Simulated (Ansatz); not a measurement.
The starting structures come from a database of crystals and need not be the phases stable at ambient conditions.

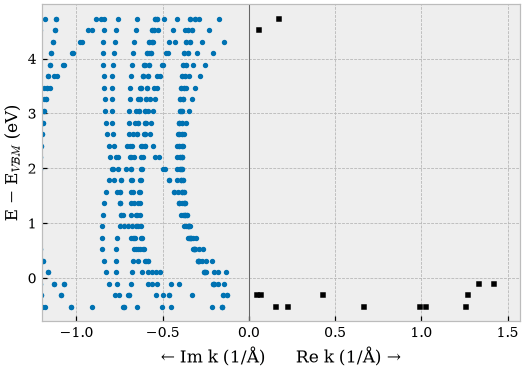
*Complex bands at the centre of the two-dimensional zone; r2SCAN run with Ansatz (a program for electronic structure)*

The gap is the functional's own, uncorrected, and κ follows it; spin-orbit coupling is left out. Mid-gap values are interpolated between the computed energies.

Task: This is ZrO2 (I4_1/amd, anatase, not sure to be the ambient phase, 6 atoms a cell, 14.4 Å³ an atom) along the normal of (100). Read off the slowest decay at the centre of the two-dimensional zone at 2.21 eV, the computed energy nearest the middle of the gap.

Result: κ ≈ 0.39 1/Å, a decay length 1/(2κ) of the density of 1.3 Å.
